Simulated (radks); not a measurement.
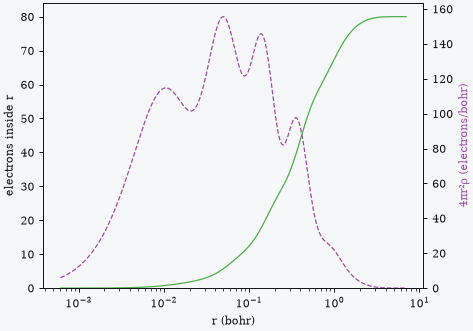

The lead ion Pb²⁺; electrons: [Xe] 4f14 5d10 6s2. The calculation used the in-house radial solver radks at this level: scalar-relativistic Kohn-Sham, BLYP, spin-unpolarised, spherical densities, finite nucleus.

```
Z 82
configuration [Hg]
relativity scalar-relativistic
functional b88,lyp
spin unpolarised
nucleus finite rms 5.5012 fm
c 137.035999084
```

The plot shows the number of electrons inside radius r (solid) and the radial density 4πr²ρ (dashed).

Q: Describe it and give its main numbers.

Answer: The count levels off at 80 electrons. Half of them lie within 0.360 bohr, 90 % within 1.25 bohr and 99 % within 2.53 bohr. The radial density has minima at 0.0206, 0.0884 and 0.250 bohr, where the count stands at 1.9, 11.0 and 30.0; these part the shells that the density resolves.
